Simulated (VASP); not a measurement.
# A VASP study of TiSi2 (PBE + D3): structure first, properties next, part 2 of 5

Wanted: the relaxed cell of TiSi2 and its properties. The start is a computed cell from the Materials Project.

VASP 6.6.1; PBE with D3; plane waves and PAW (Ti_sv, Si).

So far. Step 2 (Relaxing cell and atoms (PBE + D3)): It ends with forces under 0.001 eV/Å and a pressure of 0.01 GPa. Step 3 (Second relaxation): It ends with a largest force of 0.001 eV/Å and a pressure of 0.00 GPa. The volume moved by under 0.01 %: the run met its threshold at the first step.

## (4) Density, ELF and potential (PBE + D3)

A single point on the relaxed cell gives a clean self-consistent state, with density, ELF and potential written out.

INCAR

```
SYSTEM = TiSi2
PREC = Accurate
ENCUT = 400
EDIFF = 1E-06
NELM = 100
ISMEAR = 0
SIGMA = 0.05
LREAL = .FALSE.
ALGO = Normal
GGA = PE
IVDW = 11
NBANDS = 26
LORBIT = 11
LWAVE = .FALSE.
LCHARG = .TRUE.
ISIF = 2
LELF = .TRUE.
LVHAR = .TRUE.
```

POSCAR

```
TiSi2
1.0
    0.0000000000      4.0815558626      4.2271379843
    2.3741143990      0.0000000000      4.2271379843
    2.3741143990      4.0815558626      0.0000000000
Ti Si
2 4
Direct
    0.7500000000      0.7500000000      0.7500000000
    0.5000000000      0.5000000000      0.5000000000
    0.4137701645      0.0862298355      0.4137701645
    0.0862298355      0.4137701645      0.0862298355
    0.1637701645      0.8362298355      0.1637701645
    0.8362298355      0.1637701645      0.8362298355
```

KPOINTS

```
Automatic mesh
0
Gamma
6 6 6
0 0 0
```

Potentials, in the order of the species: Ti_sv and Si (PBE family, release 64).

Started as:

```sh
$ mpirun -np 2 vasp_std
```

What it wrote:

```text
[banner, memory and clock lines left out]
running    2 mpi-ranks, on    1 nodes
 distrk:  each k-point on    2 cores,    1 groups
 distr:  one band on    1 cores,    2 groups

 POSCAR found type information on POSCAR TiSi
 POSCAR found :  2 types and       6 ions
 LDA part: xc-table for (Slater+PW92), standard interpolation
 POSCAR, INCAR and KPOINTS ok, starting setup
 FFT: planning ... GRIDC
 FFT: planning ... GRID_SOFT
 FFT: planning ... GRID
 WAVECAR not read
 entering main loop
       N       E                     dE             d eps       ncg     rms          rms(c)
DAV:   1     0.349163524828E+03    0.34916E+03   -0.16626E+04  2392   0.137E+03
DAV:   2     0.512055800201E+00   -0.34865E+03   -0.34269E+03  2408   0.419E+02
DAV:   3    -0.411204708876E+02   -0.41633E+02   -0.40998E+02  4218   0.123E+02
DAV:   4    -0.439784650999E+02   -0.28580E+01   -0.28470E+01  3248   0.295E+01
DAV:   5    -0.441561893930E+02   -0.17772E+00   -0.17769E+00  3780   0.644E+00    0.192E+01
DAV:   6    -0.412298313965E+02    0.29264E+01   -0.37170E+01  3412   0.445E+01    0.687E+00
DAV:   7    -0.407275635852E+02    0.50227E+00   -0.69315E+00  3192   0.193E+01    0.523E+00
[... 1 cycle as in an earlier step ...]
DAV:   9    -0.406614438630E+02    0.71885E-02   -0.11460E-01  3412   0.284E+00    0.495E-01
DAV:  10    -0.406620523284E+02   -0.60847E-03   -0.37286E-03  3168   0.489E-01    0.179E-01
DAV:  11    -0.406620285151E+02    0.23813E-04   -0.21793E-03  3808   0.349E-01    0.112E-01
DAV:  12    -0.406620017655E+02    0.26750E-04   -0.49728E-04  3406   0.174E-01    0.140E-02
DAV:  13    -0.406619991696E+02    0.25959E-05   -0.26171E-05  3308   0.460E-02    0.128E-02
DAV:  14    -0.406619982205E+02    0.94914E-06   -0.17907E-06  2448   0.115E-02
   1 F= -.42804226E+02 E0= -.42802962E+02  d E =-.252814E-02
```

Run time: 57 s. Hardware: 2 MPI ranks of Intel Xeon Platinum 8488C (Sapphire Rapids), shared host; peak memory 0.36 GiB.

OUTCAR, selected parts (step 4):

```text
 Found     46 irreducible k-points:

   NELECT =      40.0000    total number of electrons

 E-fermi :  10.5489

 Edisp (eV)   -2.14223

 POSITION                                       TOTAL-FORCE (eV/Angst)
 -----------------------------------------------------------------------------------
      3.56117      6.12233      6.34071         0.000000     -0.000000      0.000000
      2.37411      4.08156      4.22714         0.000000     -0.000000     -0.000000
      1.18706      3.37765      2.11357         0.000000      0.000520     -0.000000
      1.18706      0.70390      2.11357         0.000000     -0.000520     -0.000000
      2.37411      1.33687      4.22714        -0.000000      0.000520      0.000000
      2.37411      6.82624      4.22714        -0.000000     -0.000520      0.000000
 -----------------------------------------------------------------------------------
    total drift:                               -0.000000     -0.000000      0.000000

  FREE ENERGIE OF THE ION-ELECTRON SYSTEM (eV)
  ---------------------------------------------------
  free  energy   TOTEN  =       -42.8042260285 eV

  energy  without entropy=      -42.8016978910  energy(sigma->0) =      -42.80296196

[... 18 parts as in an earlier step ...]
```

Numbers from this step:

- SCF cycles: 14

Valence electrons inside each PAW sphere by angular momentum. Sphere charges, by row:

| atom | s (e) | p (e) | d (e) | tot (e) |
| --- | --- | --- | --- | --- |
| Ti1 | 2.177 | 6.176 | 2.088 | 10.44 |
| Ti2 | 2.177 | 6.176 | 2.088 | 10.44 |
| Si3 | 0.77 | 0.876 | 0 | 1.646 |
| Si4 | 0.77 | 0.876 | 0 | 1.646 |
| Si5 | 0.77 | 0.876 | 0 | 1.646 |
| Si6 | 0.77 | 0.876 | 0 | 1.646 |

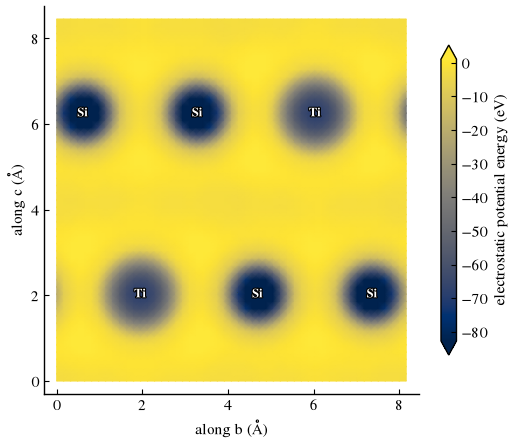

Electrostatic potential energy in the bc plane of the conventional cell at fractional x = 0.000, with atoms of Ti and Si within 0.2 Å of it. With pseudopotentials it is smooth inside the atoms' cores, unlike the true potential. The map starts off the cell's origin, so that atoms lie inside it.

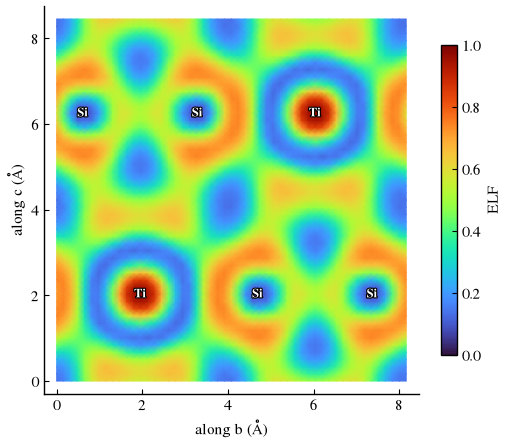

ELF in the bc plane of the conventional cell at fractional x = 0.000, with atoms of Ti and Si within 0.2 Å of it. It is the smooth field of the valence electrons, not physical close to the nuclei. The map starts off the cell's origin, so that atoms lie inside it.

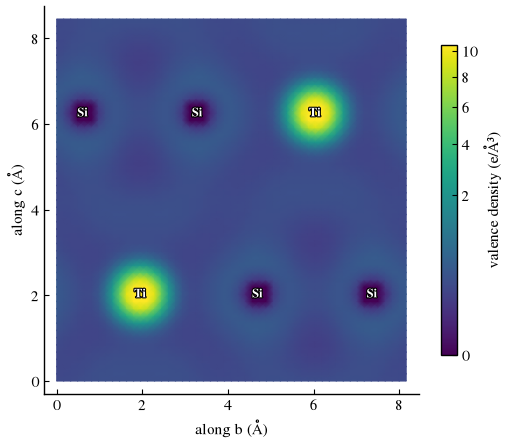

Valence density in the bc plane of the conventional cell at fractional x = 0.000, with atoms of Ti and Si within 0.2 Å of it. It is the smooth field of the valence electrons, not physical close to the nuclei. The map starts off the cell's origin, so that atoms lie inside it. The colour scale is stretched toward low values.

In this run the pressure is 0.00 GPa, small enough to go on.

## (5) Bands along the symmetry lines (PBE + D3)

The mesh alone shows little of the dispersion and can miss band extrema, so KPOINTS_OPT adds a path through the symmetry points after the self-consistent cycle.

INCAR

```
SYSTEM = TiSi2
PREC = Accurate
ENCUT = 400
EDIFF = 1E-06
NELM = 100
ISMEAR = 0
SIGMA = 0.05
LREAL = .FALSE.
ALGO = Normal
GGA = PE
IVDW = 11
NBANDS = 36
LORBIT = 11
LWAVE = .FALSE.
LCHARG = .FALSE.
KPAR = 2
```

POSCAR is that of step 4.

KPOINTS is that of step 4.

KPOINTS_OPT

```
Line mode
16
Line-mode
Reciprocal
  0.00000000   0.00000000   0.00000000 GAMMA
  0.50000000   0.00000000   0.50000000 Y

  0.50000000   0.00000000   0.50000000 Y
  1.00000000   0.50000000   0.50000000 T

  1.00000000   0.50000000   0.50000000 T
  0.50000000   0.50000000   0.00000000 Z

  0.50000000   0.50000000   0.00000000 Z
  0.00000000   0.00000000   0.00000000 GAMMA

  0.00000000   0.00000000   0.00000000 GAMMA
  0.00000000   0.41344355   0.41344355 X

  0.00000000   0.41344355   0.41344355 X
  0.50000000   0.24427415   0.74427415 A1

  0.50000000   0.24427415   0.74427415 A1
  0.50000000   0.00000000   0.50000000 Y

  1.00000000   0.50000000   0.50000000 T
  1.00000000   0.58655645   0.58655645 X1

  0.00000000   0.41344355   0.41344355 X
  0.50000000   0.75572585   0.25572585 A

  0.50000000   0.75572585   0.25572585 A
  0.50000000   0.50000000   0.00000000 Z

  0.50000000   0.50000000   0.50000000 L
  0.00000000   0.00000000   0.00000000 GAMMA
```

Started as:

```sh
$ mpirun -np 2 vasp_std
```

What it wrote:

```text
[... set-up lines as in an earlier step ...]
 entering main loop
       N       E                     dE             d eps       ncg     rms          rms(c)
DAV:   1     0.350058465312E+03    0.35006E+03   -0.15312E+04  3312   0.991E+02
DAV:   2    -0.412790553137E+01   -0.35419E+03   -0.33803E+03  3368   0.322E+02
DAV:   3    -0.413745783101E+02   -0.37247E+02   -0.36435E+02  5132   0.929E+01
DAV:   4    -0.440336951420E+02   -0.26591E+01   -0.26303E+01  4508   0.221E+01
DAV:   5    -0.441568824357E+02   -0.12319E+00   -0.12316E+00  4692   0.420E+00    0.192E+01
DAV:   6    -0.412897533718E+02    0.28671E+01   -0.15090E+01  4316   0.321E+01    0.687E+00
DAV:   7    -0.407430493579E+02    0.54670E+00   -0.29354E+00  3860   0.149E+01    0.567E+00
DAV:   8    -0.406906438603E+02    0.52405E-01   -0.50744E-01  3920   0.603E+00    0.204E+00
DAV:   9    -0.406618279567E+02    0.28816E-01   -0.12170E-01  3900   0.330E+00    0.550E-01
DAV:  10    -0.406623543327E+02   -0.52638E-03   -0.65328E-03  4152   0.444E-01    0.314E-01
DAV:  11    -0.406621269610E+02    0.22737E-03   -0.35078E-03  4624   0.457E-01    0.188E-01
DAV:  12    -0.406620007716E+02    0.12619E-03   -0.61401E-04  3908   0.222E-01    0.234E-02
DAV:  13    -0.406619995265E+02    0.12451E-05   -0.20535E-05  4232   0.296E-02    0.155E-02
DAV:  14    -0.406619979861E+02    0.15404E-05   -0.29278E-06  3672   0.111E-02    0.341E-03
DAV:  15    -0.406619980004E+02   -0.14273E-07   -0.86718E-08  2020   0.205E-03
   1 F= -.42804226E+02 E0= -.42802962E+02  d E =-.252811E-02
 Start KPOINTS_OPT (optional k-point list driver)
k-point batch [1-46\176]
       N       E                     dE             ncg
DAV:   1     0.454076072016E+04   -0.32327E+05     3320
DAV:   2    -0.119080243008E+05   -0.16449E+05     3344
DAV:   3    -0.136756999811E+05   -0.17677E+04     5124
DAV:   4    -0.138117102309E+05   -0.13601E+03     4440
DAV:   5    -0.138180264953E+05   -0.63163E+01     4492
DAV:   6    -0.138180751800E+05   -0.48685E-01     4288
DAV:   7    -0.138180762257E+05   -0.10457E-02     4572
DAV:   8    -0.138180762470E+05   -0.21309E-04     4028
DAV:   9    -0.138180762476E+05   -0.63191E-06     2796
[...]
k-point batch [139-176\176]
       N       E                     dE             ncg
DAV:   1     0.125777356211E+05   -0.25909E+05     2736
DAV:   2    -0.104663820240E+04   -0.13624E+05     2796
DAV:   3    -0.249382164137E+04   -0.14472E+04     4168
DAV:   4    -0.261160712224E+04   -0.11779E+03     3700
DAV:   5    -0.261674126793E+04   -0.51341E+01     3608
DAV:   6    -0.261677935020E+04   -0.38082E-01     3568
DAV:   7    -0.261678040145E+04   -0.10513E-02     3676
DAV:   8    -0.261678043273E+04   -0.31276E-04     3352
DAV:   9    -0.261678043397E+04   -0.12435E-05     2200
DAV:  10    -0.261678043407E+04   -0.95674E-07     1856
```

Wall time 3 min (2 MPI ranks); peak memory 0.56 GiB.

OUTCAR, selected parts (step 5):

```text
   k-points           NKPTS =     46   k-points in BZ     NKDIM =     46   number of bands    NBANDS=     36

   NELECT =      40.0000    total number of electrons

 E-fermi :  10.5490

 k-point     1 :       0.0000    0.0000    0.0000
  band No.  band energies     occupation
    ...
     17       8.1723      2.00000
     18       8.4201      2.00000
     19       8.6908      2.00000
     20       9.0772      2.00000
     21       9.5319      2.00000
     22      12.6053      0.00000
     23      13.6936      0.00000
     24      13.9913      0.00000
     25      13.9922      0.00000
     26      14.0352      0.00000
    ...

 Edisp (eV)   -2.14223

  Total      -0.00294    -0.00302    -0.00116     0.00000     0.00000     0.00000
  in kB      -0.05752    -0.05903    -0.02262     0.00000     0.00000     0.00000
  external pressure =       -0.05 kB  Pullay stress =        0.00 kB

 POSITION                                       TOTAL-FORCE (eV/Angst)
 -----------------------------------------------------------------------------------
      3.56117      6.12233      6.34071        -0.000000     -0.000000     -0.000000
      2.37411      4.08156      4.22714         0.000000     -0.000000      0.000000
      1.18706      3.37765      2.11357        -0.000000      0.000480     -0.000000
      1.18706      0.70390      2.11357        -0.000000     -0.000480     -0.000000
      2.37411      1.33687      4.22714        -0.000000      0.000480      0.000000
      2.37411      6.82624      4.22714        -0.000000     -0.000480      0.000000
 -----------------------------------------------------------------------------------
    total drift:                               -0.000000     -0.000000      0.000000

  FREE ENERGIE OF THE ION-ELECTRON SYSTEM (eV)
  ---------------------------------------------------
  free  energy   TOTEN  =       -42.8042258085 eV

  energy  without entropy=      -42.8016977025  energy(sigma->0) =      -42.80296176

[... 9 parts as in an earlier step ...]

[... 7 further parts left out ...]
```

This step gave:

* SCF cycles: 15
* bands: 36
* pressure: -0.004639 GPa

The electronic bands at the labelled points (eV, zero at the Fermi level; # counts the bands kept, so #1 is VASP's band 10):

| point | #8 | #9 | #10 | #11 | #12 | #13 | #14 | #15 |
| --- | --- | --- | --- | --- | --- | --- | --- | --- |
| Γ | -2.38 | -2.13 | -1.86 | -1.47 | -1.02 | 2.06 | 3.14 | 3.44 |
| Y | -2.45 | -2.45 | -0.95 | -0.95 | 1.25 | 1.25 | 3.35 | 3.35 |
| T | -1.24 | -1.24 | -0.73 | -0.73 | 0.82 | 0.82 | 2.30 | 2.30 |
| Z | -1.65 | -1.65 | -1.08 | -1.08 | 0.72 | 0.72 | 3.25 | 3.25 |
| Γ | -2.38 | -2.13 | -1.86 | -1.47 | -1.02 | 2.06 | 3.14 | 3.44 |
| X | -1.43 | -0.51 | -0.01 | 0.02 | 0.71 | 0.90 | 1.81 | 2.55 |
| A1 | -1.77 | -1.77 | -1.48 | -1.48 | 1.37 | 1.37 | 2.17 | 2.17 |
| Y | -2.45 | -2.45 | -0.95 | -0.95 | 1.25 | 1.25 | 3.35 | 3.35 |
| jump to T | -1.24 | -1.24 | -0.73 | -0.73 | 0.82 | 0.82 | 2.30 | 2.30 |
| X1 | -1.43 | -0.51 | -0.01 | 0.02 | 0.71 | 0.90 | 1.81 | 2.55 |
| jump to X | -1.43 | -0.51 | -0.01 | 0.02 | 0.71 | 0.90 | 1.81 | 2.55 |
| A | -1.77 | -1.77 | -1.48 | -1.48 | 1.37 | 1.37 | 2.17 | 2.17 |
| Z | -1.65 | -1.65 | -1.08 | -1.08 | 0.72 | 0.72 | 3.25 | 3.25 |
| jump to L | -2.05 | -1.16 | -0.10 | 0.08 | 0.97 | 1.35 | 1.69 | 2.24 |
| Γ | -2.38 | -2.13 | -1.86 | -1.47 | -1.02 | 2.06 | 3.14 | 3.44 |

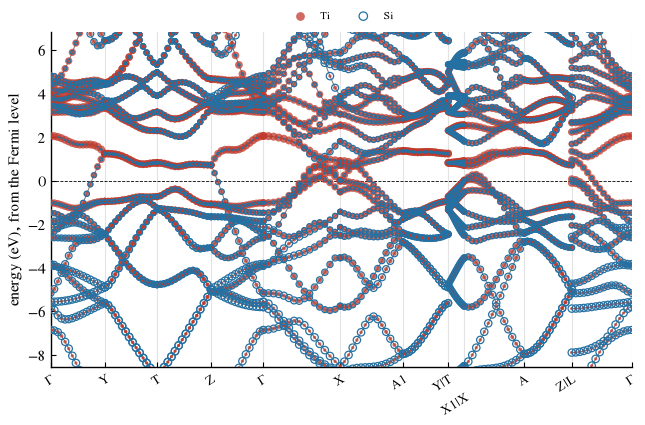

Electronic bands along the path; dots are coloured as in the legend, and their area grows with the weight.

There is no gap at this level.

Of the bands kept, 4 cross the Fermi level on this path.

## (6) Total and projected DOS (PBE + D3)

Here the states are counted by energy and projected on the atoms. The mesh is finer than in the run before.

Changes to INCAR since step 5:

```diff
@@ -5,3 +5,3 @@
 NELM = 100
-ISMEAR = 0
+ISMEAR = -5
 SIGMA = 0.05
@@ -16 +16,2 @@
 KPAR = 2
+NEDOS = 2001
```

POSCAR is that of step 5.

KPOINTS

```
Automatic mesh
0
Gamma
9 9 9
0 0 0
```

Started as:

```sh
$ mpirun -np 2 vasp_std
```

What it wrote:

```text
[... set-up lines as in an earlier step ...]
 entering main loop
       N       E                     dE             d eps       ncg     rms          rms(c)
DAV:   1     0.353130909958E+03    0.35313E+03   -0.15378E+04  9008   0.991E+02
DAV:   2    -0.382131512050E+01   -0.35695E+03   -0.34048E+03  9128   0.322E+02
DAV:   3    -0.413119596155E+02   -0.37491E+02   -0.36661E+02 13952   0.929E+01
DAV:   4    -0.440288742419E+02   -0.27169E+01   -0.26871E+01 12424   0.224E+01
DAV:   5    -0.441445696770E+02   -0.11570E+00   -0.11564E+00 12716   0.415E+00    0.192E+01
DAV:   6    -0.412766989109E+02    0.28679E+01   -0.15174E+01 11920   0.321E+01    0.693E+00
DAV:   7    -0.407181647631E+02    0.55853E+00   -0.30125E+00 10644   0.150E+01    0.570E+00
DAV:   8    -0.406633744549E+02    0.54790E-01   -0.51432E-01 10532   0.609E+00    0.203E+00
DAV:   9    -0.406354145726E+02    0.27960E-01   -0.12390E-01 10652   0.332E+00    0.554E-01
DAV:  10    -0.406357477300E+02   -0.33316E-03   -0.66422E-03 11460   0.450E-01    0.315E-01
DAV:  11    -0.406354035568E+02    0.34417E-03   -0.37100E-03 12916   0.472E-01    0.198E-01
DAV:  12    -0.406353223182E+02    0.81239E-04   -0.69090E-04 10696   0.237E-01    0.236E-02
DAV:  13    -0.406353158567E+02    0.64615E-05   -0.24373E-05 11236   0.324E-02    0.153E-02
DAV:  14    -0.406353150881E+02    0.76861E-06   -0.29594E-06 10196   0.112E-02
   1 F= -.42777543E+02 E0= -.42777543E+02  d E =0.000000E+00
 -----------------------------------------------------------------------------
|                                                                             |
|           W    W    AA    RRRRR   N    N  II  N    N   GGGG   !!!           |
|           W    W   A  A   R    R  NN   N  II  NN   N  G    G  !!!           |
|           W    W  A    A  R    R  N N  N  II  N N  N  G       !!!           |
|           W WW W  AAAAAA  RRRRR   N  N N  II  N  N N  G  GGG   !            |
|           WW  WW  A    A  R   R   N   NN  II  N   NN  G    G                |
|           W    W  A    A  R    R  N    N  II  N    N   GGGG   !!!           |
|                                                                             |
|     Tetrahedron method does not include variations of the Fermi             |
|     occupations, so forces and stress will be inaccurate. We suggest        |
|     using a different smearing scheme ISMEAR = 1 or 2 for metals in         |
|     relaxations.                                                            |
|                                                                             |
 -----------------------------------------------------------------------------
```

It took 2.5 min on 2 MPI ranks; peak memory 0.65 GiB.

OUTCAR, selected parts (step 6):

```text
   k-points           NKPTS =    125   k-points in BZ     NKDIM =    125   number of bands    NBANDS=     36

   NELECT =      40.0000    total number of electrons

 E-fermi :  10.4510

 k-point     1 :       0.0000    0.0000    0.0000
  band No.  band energies     occupation
    ...
     17       8.1735      2.00000
     18       8.4210      2.00000
     19       8.6920      2.00000
     20       9.0772      2.00000
     21       9.5328      2.00000
     22      12.6070      0.00000
     23      13.6964      0.00000
     24      13.9949      0.00000
     25      13.9975      0.00000
     26      14.0348      0.00000
    ...

 Edisp (eV)   -2.14223

  Total       0.03212    -0.43040     0.43271     0.00000     0.00000     0.00000
  in kB       0.62818    -8.41740     8.46258     0.00000     0.00000     0.00000
  external pressure =        0.22 kB  Pullay stress =        0.00 kB

 POSITION                                       TOTAL-FORCE (eV/Angst)
 -----------------------------------------------------------------------------------
      3.56117      6.12233      6.34071         0.000000      0.000000      0.000000
      2.37411      4.08156      4.22714        -0.000000      0.000000      0.000000
      1.18706      3.37765      2.11357         0.000000     -0.022991     -0.000000
      1.18706      0.70390      2.11357         0.000000      0.022991     -0.000000
      2.37411      1.33687      4.22714        -0.000000     -0.022991      0.000000
      2.37411      6.82624      4.22714        -0.000000      0.022991      0.000000
 -----------------------------------------------------------------------------------
    total drift:                               -0.000000     -0.000000      0.000000

  FREE ENERGIE OF THE ION-ELECTRON SYSTEM (eV)
  ---------------------------------------------------
  free  energy   TOTEN  =       -42.7775428961 eV

  energy  without entropy=      -42.7775428961  energy(sigma->0) =      -42.77754290

[... 7 parts as in an earlier step ...]

[... 9 further parts left out ...]
```

With tetrahedra the forces and stress of a metal are not exact derivatives of the energy.

Numbers from this step:

- SCF cycles: 14
- irreducible k-points: 125
- free energy (TOTEN): -42.78 eV
- Fermi energy: 10.45 eV
- pressure: 0.02245 GPa
- DOS at the Fermi level: 2.272 states/eV/cell

The density of states has structure finer than the step of the table below, so its rows give means over 1 eV, whole bins alone (the curve runs from -12.0 to 3.88 eV). Peaks (eV: height): total -1.0: 5.80, 2.8: 10.2, 2.9: 8.61, 3.8: 7.73; Ti d 1.5: 2.64, 2.8: 6.14, 2.9: 5.50, 3.8: 3.63; Si p -2.8: 0.739, -2.0: 0.938, -1.6: 0.866, -1.3: 0.873; Si s -10.7: 0.644, -8.0: 0.630, 2.8: 0.591, 3.3: 0.548.

States under -12.0 eV and over 3.9 eV are left out. The density of states by energy, zero at the Fermi level; means over each step; values in states/eV/cell:

| energy (eV) | total | Ti d | Si p | Si s |
| --- | --- | --- | --- | --- |
| -11 | 1.12 | 0.00688 | 0.0378 | 0.395 |
| -10 | 0.843 | 0.0130 | 0.0443 | 0.286 |
| -9 | 1.16 | 0.0293 | 0.0828 | 0.369 |
| -8 | 1.61 | 0.0672 | 0.135 | 0.486 |
| -7 | 1.10 | 0.0583 | 0.111 | 0.308 |
| -6 | 1.47 | 0.0852 | 0.160 | 0.385 |
| -5 | 1.72 | 0.121 | 0.355 | 0.153 |
| -4 | 2.11 | 0.196 | 0.445 | 0.170 |
| -3 | 2.59 | 0.353 | 0.550 | 0.144 |
| -2 | 3.85 | 0.859 | 0.780 | 0.115 |
| -1 | 4.60 | 1.76 | 0.646 | 0.0646 |
| 0 | 2.15 | 1.07 | 0.230 | 0.0261 |
| 1 | 2.75 | 1.60 | 0.198 | 0.0518 |
| 2 | 2.45 | 1.31 | 0.260 | 0.111 |
| 3 | 6.10 | 3.72 | 0.405 | 0.360 |

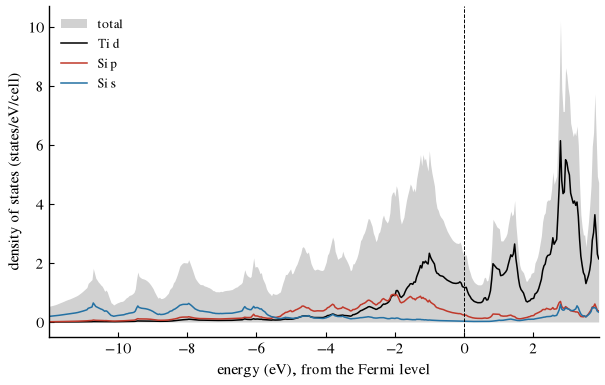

Density of states against energy.

The finer mesh and the other smearing move the Fermi level by -0.10 eV from the 6×6×6 run, one measure of the sampling error in the zero of the bands above. Of the states within 0.3 eV of the Fermi level, the largest shares in the PAW spheres are Ti d 51 % and Si p 10 %. The rest lies in smaller channels or between the spheres.

[end of part 2 of 5]

[Lines on the potential files, build, host, timing and source positions are cut from VASP's logs without a mark.]

[Logs are printed without paths, hosts, clocks, repeated set-up lines and the standing remarks that a program may print on its own settings, such as how far it seeks lower states.]

[Hosts, paths, dates, database ids (printed as entryN), source tags and the programs' standing remarks are cut or masked in the printed files.]

[A measured line is paired with the nearest computed mode of its activity, which favours agreement.]
